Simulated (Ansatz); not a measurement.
## Cost against accuracy: kpoints.mp_grid.grid for Cs₂H₄Pt (P4_2/mnm, 14 atoms in the cell)

Cell: a = 6.1908 Å, b = 6.1908 Å, c = 8.8520 Å, α = 90.00°, β = 90.00°, γ = 90.00°.

Computed with LDA (PW92), default PAW files made with PBE (plane waves; Ansatz, a quantum-chemistry and plane-wave program).

Base settings: kpoints.mp_grid.grid = 6 6 4; hamiltonian.xc = lda; hamiltonian.pseudopotentials = {kind: paw} (the program's default PAW files); scf.occupations.method = fixed.

Misses are taken against the tightest run, 13 13 9, which need not be fully converged itself. The energy is the free energy per atom.

The count of work is k-points × plane waves × bands × iterations; it is no time, and leaves out set-up, grids and terms that scale otherwise. Core times come from one kind of shared machine and are given to one figure; runs under 30 s give none.

The starting cell comes from a database of computed structures (which also holds hypothetical and non-ambient phases and stackings), without a prior relaxation at this level. Ansatz's pressure includes its estimate of the finite-basis (Pulay) stress.

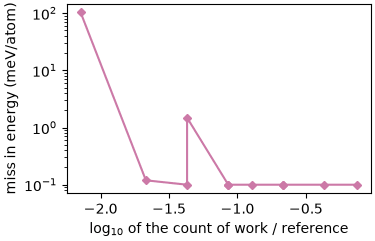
Miss against the count of work; the reference run is not drawn, and misses under 0.1 meV/atom are drawn there.

| kpoints.mp_grid.grid | energy less reference (meV/atom) | pressure less reference (GPa) | largest difference in the force on any atom (eV/Å) | count of work / reference | core time / reference (rough) |
|---|---|---|---|---|---|
| 1 1 1 | -102.92 | -1.49 | 0.318 | 0.0071 | – |
| 2 2 1 | -0.12 | -0.01 | 0.024 | 0.021 | – |
| 2 2 2 | 1.48 | 0.04 | 0.008 | 0.043 | – |
| 3 3 2 | -0.03 | 0.00 | 0.000 | 0.043 | – |
| 4 4 3 | 0.00 | 0.00 | 0.000 | 0.086 | – |
| 5 5 3 | 0.00 | 0.00 | 0.000 | 0.086 | – |
| 5 5 4 | 0.00 | 0.00 | 0.000 | 0.13 | – |
| 6 6 4 | 0.00 | 0.00 | 0.000 | 0.21 | 0.2 |
| 7 7 5 | 0.00 | 0.00 | 0.000 | 0.21 | 0.2 |
| 9 9 6 | 0.00 | 0.00 | 0.000 | 0.43 | 0.4 |
| 11 11 8 | 0.00 | 0.00 | 0.000 | 0.75 | 0.8 |
| 13 13 9 | 0.00 | 0.00 | 0.000 | 1.0 | 1 |

Coarsest setting among those run that, with all tighter ones, holds the energy within 5 meV/atom of the reference: 2 2 1, off by 0.12 meV/atom; it needs 0.021 of the reference's count of work.

The step from 1 1 1 to 2 2 1: it takes the miss in the energy from 100 to 0.12 meV/atom, for 3.0 times the count of work.

Keys are those of Ansatz 0.2.
